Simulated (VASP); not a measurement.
Band structure of GeSe$_{2}$ (relaxed from the anatase structure, space group I4_1/amd). Method: PBEsol GGA, VASP's PBE PAW potentials (set 64) (plane waves; VASP).

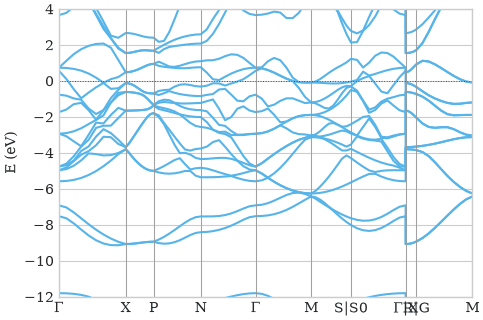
Figure: Bands along high-symmetry lines, zero at the valence-band maximum or, without a gap, the Fermi level

Read the plot: is there a gap, and where are the band edges?

It has no gap at this level: it comes out as a metal or semimetal. (Edges off the drawn lines would not show.)

The structure was generated: GeSe2 was put into the anatase type (I4_1/amd), which need not be its known phase. It was relaxed first, which changed the volume by -9 %.
